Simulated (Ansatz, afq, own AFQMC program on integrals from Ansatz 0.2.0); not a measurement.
# H2O+ (doublet): AFQMC on the coupled-cluster ladder at distance O1–H2 = 1.004 Å, 6-31G, part 2 of 2

Ansatz 0.2.0, Gaussian basis, and an in-house AFQMC program (afq) on its integrals; all values are calculated; 6-31G, frozen cores. The steps go on from the part before.

## Step 14: Phaseless AFQMC, CISD trial on UHF

It reads the integrals that the CCSD(T) run on this determinant wrote.

Launch:

```console
> afq ham --method phaseless --trial cisd --walkers 4000 --populations 20 --least-time 60 --time-step 0.005 --steps-per-block 50 --equilibration-blocks 28 --max-blocks 4000 --target-error 0.00016 --factor-cut 1e-05 --start spin_pure --seed 8969 --release-times 0.24,0.51,0.99,1.62,2.4 --release-step 0.03 --release-every 3 --taylor-order 6
```

What it wrote:

```text
orbitals 12  electrons 4 3  factors 66 of 139
reference energy -75.58580573 Eh
CCSD correlation -0.10472268 Eh in 10 cycles, weight of the determinant in the CISD state 0.9634
energy of the start -75.690481 Eh
 block  time / (1/Eh)  mean weight  energy / Eh
     1     0.250  0.9999  -75.690092
     2     0.500  0.9998  -75.690618
     3     0.750  0.9999  -75.690964
     4     1.000  1.0001  -75.691178
     5     1.250  0.9999  -75.691443
     6     1.500  1.0000  -75.691606
     7     1.750  1.0001  -75.691709
     8     2.000  0.9999  -75.691433
     9     2.250  1.0001  -75.691537
    10     2.500  0.9999  -75.691460
    11     2.750  0.9999  -75.691746
    12     3.000  0.9999  -75.691696
    13     3.250  0.9997  -75.691706
    14     3.500  1.0000  -75.691621
    15     3.750  0.9999  -75.691464
    16     4.000  0.9997  -75.691207
    17     4.250  1.0000  -75.691264
    18     4.500  0.9997  -75.691262
    19     4.750  1.0000  -75.691433
    20     5.000  1.0000  -75.691441
    21     5.250  1.0001  -75.691462
    22     5.500  1.0000  -75.691195
    23     5.750  1.0001  -75.691263
    24     6.000  1.0000  -75.691708
    25     6.250  0.9999  -75.691462
    26     6.500  1.0000  -75.691414
    27     6.750  0.9999  -75.691403
    28     7.000  0.9998  -75.691514
    29     7.250  1.0001  -75.691505
    30     7.500  1.0000  -75.691830
    31     7.750  0.9999  -75.691710
    32     8.000  1.0001  -75.691512
    33     8.250  1.0000  -75.692137
    34     8.500  1.0001  -75.691514
    35     8.750  1.0003  -75.691653
    36     9.000  0.9999  -75.691807
    37     9.250  0.9997  -75.691436
    38     9.500  1.0001  -75.691577
    39     9.750  1.0000  -75.691983
    40    10.000  0.9999  -75.691567
    41    10.250  1.0002  -75.691814
    42    10.500  1.0000  -75.691602
    43    10.750  1.0000  -75.691399
    44    11.000  1.0000  -75.691411
    45    11.250  1.0001  -75.691894
    46    11.500  1.0000  -75.692019
    47    11.750  1.0000  -75.691689
    48    12.000  1.0000  -75.691546
    49    12.250  1.0000  -75.691675
    50    12.500  0.9999  -75.691466
    51    12.750  0.9999  -75.691813
    52    13.000  1.0000  -75.692128
    53    13.250  0.9999  -75.692312
    54    13.500  0.9998  -75.692031
    55    13.750  0.9999  -75.691502
    56    14.000  1.0001  -75.691699
    57    14.250  1.0001  -75.692093
    58    14.500  0.9998  -75.691488
    59    14.750  0.9998  -75.691408
    60    15.000  1.0001  -75.691348
    61    15.250  0.9999  -75.691199
    62    15.500  1.0000  -75.691707
    63    15.750  0.9998  -75.691544
    64    16.000  1.0000  -75.691424
    65    16.250  0.9999  -75.691686
    66    16.500  1.0001  -75.691387
    67    16.750  1.0001  -75.691165
    68    17.000  1.0001  -75.691187
    69    17.250  1.0001  -75.691505
    70    17.500  0.9997  -75.691860
    71    17.750  1.0001  -75.691565
    72    18.000  0.9999  -75.691549
    73    18.250  1.0000  -75.691705
    74    18.500  0.9998  -75.691762
    75    18.750  0.9999  -75.691713
    76    19.000  0.9999  -75.691908
    77    19.250  1.0000  -75.691838
    78    19.500  1.0001  -75.691824
error from the spread of 20 populations
released: time / (1/Eh)  energy / Eh  error  mean overlap
  0.24  -75.691592  0.000034  1.0004
  0.51  -75.691639  0.000028  0.9983
  0.99  -75.691609  0.000020  0.9994
  1.62  -75.691629  0.000027  0.9968
  2.40  -75.691600  0.000040  0.9974
energy -75.691662 +/- 0.000072 Eh
```

Wall time 18 s (1 × NVIDIA H100 80GB HBM3 with 2 threads of AMD EPYC 7R13 (Zen 3), shared host).

Energy -2059.6750 ± 0.0020 eV. Caveats: constraint bias not in the error.

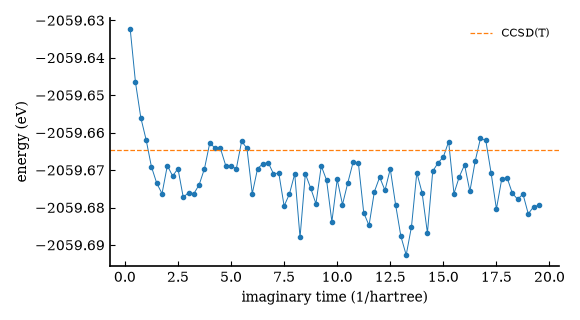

Block energies along the walk.

## Step 15: Phaseless AFQMC, single-determinant trial on UHF

It reads the integrals that the CCSD(T) run on this determinant wrote.

Launch:

```console
> afq ham --method phaseless --trial hf --walkers 4000 --populations 20 --least-time 40 --time-step 0.005 --steps-per-block 20 --equilibration-blocks 112 --max-blocks 4000 --target-error 0.0008 --factor-cut 1e-05 --start spin_pure --seed 4798 --taylor-order 6
```

What it wrote:

```text
orbitals 12  electrons 4 3  factors 66 of 139
reference energy -75.58580573 Eh
CCSD correlation -0.10472268 Eh in 10 cycles, weight of the determinant in the CISD state 0.9634
energy of the start -75.586132 Eh
 block  time / (1/Eh)  mean weight  energy / Eh
     1     0.100  1.0007  -75.613693
     2     0.200  1.0007  -75.633415
     3     0.300  1.0010  -75.648931
     4     0.400  1.0007  -75.656066
     5     0.500  1.0007  -75.664704
     6     0.600  1.0004  -75.671388
     7     0.700  1.0003  -75.675813
     8     0.800  1.0005  -75.681383
     9     0.900  1.0003  -75.685104
    10     1.000  1.0002  -75.683894
    13     1.300  0.9999  -75.689607
    19     1.900  0.9998  -75.689894
    25     2.500  0.9999  -75.690961
    31     3.100  1.0001  -75.690909
    37     3.700  1.0002  -75.693938
    43     4.300  0.9999  -75.689519
    49     4.900  1.0000  -75.691573
    55     5.500  1.0001  -75.692527
    61     6.100  0.9999  -75.691297
    67     6.700  0.9999  -75.688177
    73     7.300  1.0000  -75.691167
    79     7.900  1.0001  -75.693649
    85     8.500  0.9997  -75.692358
    91     9.100  0.9999  -75.695062
    97     9.700  1.0002  -75.697416
   103    10.300  1.0001  -75.694634
   109    10.900  1.0001  -75.692826
   115    11.500  1.0000  -75.691176
   121    12.100  0.9999  -75.689793
   127    12.700  1.0000  -75.687793
   133    13.300  1.0001  -75.691995
   139    13.900  0.9994  -75.688909
   145    14.500  0.9999  -75.692440
   151    15.100  0.9998  -75.691671
   157    15.700  1.0000  -75.696753
   163    16.300  1.0001  -75.692597
   169    16.900  1.0002  -75.691490
   175    17.500  1.0003  -75.697523
   181    18.100  1.0002  -75.693423
   187    18.700  0.9997  -75.696793
   193    19.300  0.9999  -75.692834
   199    19.900  0.9998  -75.685054
   205    20.500  1.0000  -75.691383
   211    21.100  1.0000  -75.694115
   217    21.700  0.9999  -75.689132
   223    22.300  1.0000  -75.691620
   229    22.900  0.9997  -75.693927
   235    23.500  0.9999  -75.693048
   241    24.100  1.0000  -75.693651
error from the spread of 20 populations
energy -75.692103 +/- 0.000797 Eh
```

It took 17 s on 1 × NVIDIA H100 80GB HBM3 with 2 threads of AMD EPYC 7R13 (Zen 3), shared host.

Energy -2059.6870 ± 0.0217 eV. Caveats: constraint bias not in the error.

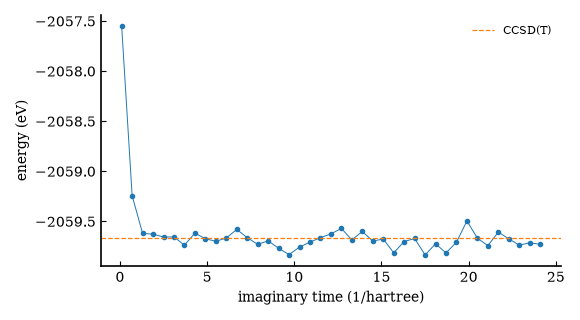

Block energies along the walk.

## Step 16: Free-projection AFQMC, CISD trial on UHF

It reads the integrals that the CCSD(T) run on this determinant wrote.

Launch:

```console
> afq ham --method free --trial cisd --walkers 4000 --time-step 0.03 --max-blocks 4000 --target-error 0.00032 --factor-cut 1e-05 --seed 566 --times 0,0.3,0.6,1.2,1.8,2.4,3.6,4.8,6 --taylor-order 8
```

What it wrote:

```text
orbitals 12  electrons 4 3  factors 66 of 139
reference energy -75.58580573 Eh
CCSD correlation -0.10472268 Eh in 10 cycles, weight of the determinant in the CISD state 0.9634
repeat  energy at the last time / Eh  error
    10  -75.691625  0.000046
    20  -75.691620  0.000034
    30  -75.691578  0.000028
time / (1/Eh)  energy / Eh  error  mean overlap
  0.00  -75.690534  0.000014  1.0380
  0.30  -75.691325  0.000015  1.0384
  0.60  -75.691516  0.000018  1.0394
  1.20  -75.691583  0.000019  1.0393
  1.80  -75.691614  0.000017  1.0394
  2.40  -75.691586  0.000018  1.0416
  3.60  -75.691628  0.000020  1.0398
  4.80  -75.691609  0.000025  1.0457
  6.00  -75.691584  0.000028  1.0496
energy -75.691584 +/- 0.000028 Eh
```

Wall time 15 s (1 × NVIDIA H100 80GB HBM3 with 2 threads of AMD EPYC 7R13 (Zen 3), shared host).

Energy -2059.6729 ± 0.0008 eV. Caveats: remainder of the start not in the error.

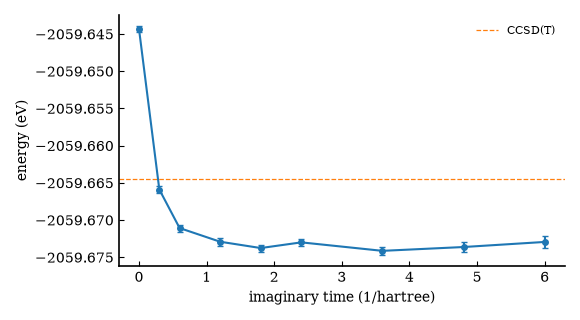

Energy against projection time, with error bars.

## Step 17: Phaseless AFQMC, single-determinant trial on UHF (settings varied)

It reads the integrals that the CCSD(T) run on this determinant wrote.

Launch:

```console
> afq ham --method phaseless --trial hf --walkers 2 --populations 1 --least-time 40 --time-step 0.01 --steps-per-block 10 --equilibration-blocks 60 --max-blocks 400 --target-error 0.00064 --factor-cut 1e-05 --start spin_pure --seed 2772 --taylor-order 8
```

What it wrote:

```text
orbitals 12  electrons 4 3  factors 66 of 139
reference energy -75.58580573 Eh
CCSD correlation -0.10472268 Eh in 10 cycles, weight of the determinant in the CISD state 0.9634
energy of the start -75.586132 Eh
 block  time / (1/Eh)  mean weight  energy / Eh
     1     0.100  1.0008  -75.649663
     2     0.200  0.9879  -75.668990
     3     0.300  0.9909  -75.661196
     4     0.400  0.9854  -75.599285
     5     0.500  1.0157  -75.598676
     6     0.600  0.9707  -75.629286
     7     0.700  1.0105  -75.687730
     8     0.800  0.9991  -75.622888
     9     0.900  0.9972  -75.609861
    10     1.000  0.9881  -75.597898
    12     1.200  0.9883  -75.609978
    23     2.300  0.9898  -75.645584
    34     3.400  0.9994  -75.720634
    45     4.500  0.9909  -75.598576
    56     5.600  1.0169  -75.785485
    67     6.700  0.9918  -75.810167
    78     7.800  0.9925  -75.686818
    89     8.900  1.0203  -75.675526
   100    10.000  1.0162  -75.600698
   111    11.100  0.9838  -75.762829
   122    12.200  0.9927  -75.663884
   133    13.300  1.0042  -75.728746
   144    14.400  0.9658  -75.613757
   155    15.500  0.9995  -75.645749
   166    16.600  0.9926  -75.630391
   177    17.700  0.9901  -75.712601
   188    18.800  0.9961  -75.637423
   199    19.900  1.0061  -75.607735
   210    21.000  1.0041  -75.876594
   221    22.100  0.9867  -75.639885
   232    23.200  1.0045  -75.609321
   243    24.300  0.9768  -75.692705
   254    25.400  0.9906  -75.738160
   265    26.500  0.9706  -75.665502
   276    27.600  0.9916  -75.773215
   287    28.700  0.9750  -75.702704
   298    29.800  0.9911  -75.648345
   309    30.900  1.0206  -75.655035
   320    32.000  1.0123  -75.598439
   331    33.100  1.0089  -75.614298
   342    34.200  1.0003  -75.614252
   353    35.300  0.9835  -75.809442
   364    36.400  1.0015  -75.771518
   375    37.500  1.0087  -75.758179
   386    38.600  1.0078  -75.797462
   397    39.700  1.0096  -75.637847
   408    40.800  1.0066  -75.590234
   419    41.900  1.0084  -76.128631
   430    43.000  1.0047  -75.671324
   441    44.100  0.9999  -75.586019
   452    45.200  1.0148  -75.622839
blocks merged  error / Eh  count
     1  0.004988  400
     2  0.006407  200
     4  0.007952  100
     8  0.010213  50
    16  0.011737  25
    32  0.013121  12
energy -75.701206 +/- 0.011737 Eh
```

Run time: 26 s. Hardware: 1 × NVIDIA H100 80GB HBM3 with 2 threads of AMD EPYC 7R13 (Zen 3), shared host.

Energy -2059.9348 ± 0.3194 eV. The run doesn't count as converged. Caveats: constraint bias not in the error; error above the target.

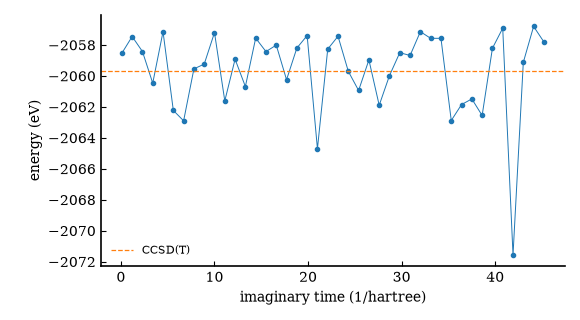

Block energies along the walk.

## Step 18: All levels side by side

The full CI on restricted orbitals is not used as the yardstick for these unrestricted rows.

On the UHF determinant, counted from CCSDTQ (a yardstick, not exact):

```csv
level,energy (eV),from CCSDTQ (meV),statistical error (meV),time
HF,-2056.7946,+2879.0,,
MP2,-2059.3151,+358.5,,
CCSD,-2059.6442,+29.3,,
CCSD(T),-2059.6645,+9.0,,
CCSDT(Q),-2059.6733,+0.3,,
CCSDTQ,-2059.6735,0.0,,
"Phaseless AFQMC, CISD trial, step 0.005, 4000 walkers",-2059.6750,-1.5,2.0,18 s
"Phaseless AFQMC, single-determinant trial, step 0.005, 4000 walkers",-2059.6870,-13.5,21.7,17 s
"Free-projection AFQMC, CISD trial, step 0.03, 4000 walkers",-2059.6729,+0.6,0.8,15 s
```

The functionals' totals stand on their own zeros and serve differences with other points: PBE -2064.037 eV; r2SCAN -2065.275 eV; PBE0 -2064.133 eV; B3LYP -2066.319 eV; wB97M-V -2065.500 eV; B2PLYP -2064.009 eV.

## Step 19: Outcome

This closing draws on all 2 parts.

```
                                                    quantity             value
                                  CCSD(T) on UHF from CCSDTQ          +9.0 meV
              Phaseless AFQMC, CISD trial on UHF from CCSDTQ    -1.5 ± 2.0 meV
Phaseless AFQMC, single-determinant trial on UHF from CCSDTQ  -13.5 ± 21.7 meV
        Free-projection AFQMC, CISD trial on UHF from CCSDTQ    +0.6 ± 0.8 meV
```

On UHF the phaseless walk with the CISD trial lies -1.5 meV from CCSDTQ, within three error bars. Free projection has no constraint; at the last time it gives +0.6 ± 0.8 meV, and from a start that isn't spin pure other spins can mix in. Error bars are statistical and leave out the constraint, the time step and what remains of the start.
